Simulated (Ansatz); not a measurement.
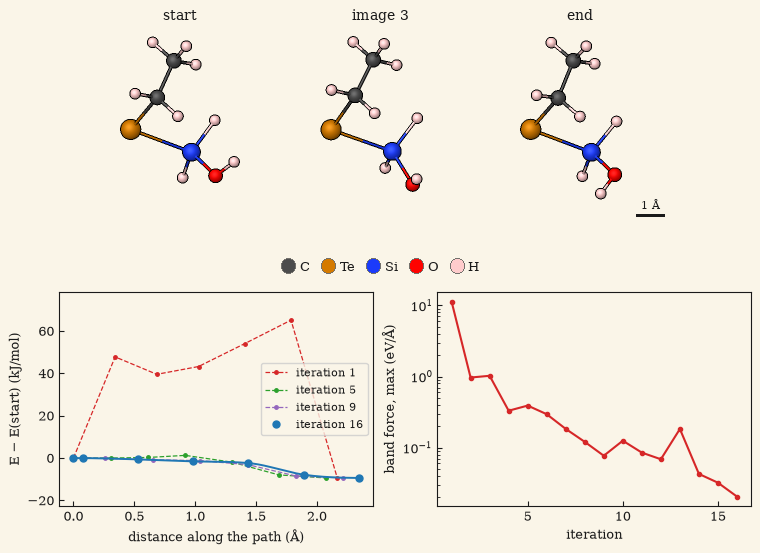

A search for the minimum-energy path of C2H8OSiTe by the nudged elastic band. Images are numbered from 0 (start) to 6 (end). The plot follows the band through its iterations. The picture is a ball-and-stick view, seen from a free direction.

Method: RKS PBE0-D4/def2-SVP (Ansatz 0.2.0). Run with 5 movable images; climbing image; force threshold 0.03 eV/Å; iteration limit 60; starting path through a guess of the saddle point.

Q: Did the band converge, and can the barrier be trusted?

A: The run is converged, with reservations. The band converged in 16 iterations. The largest component of the band force went from 11 to 0.02 eV/Å. The first iteration put the highest image at 65.1 kJ/mol. No barrier shows: the energy is highest at the start, and the end lies 9.4 kJ/mol below the start.
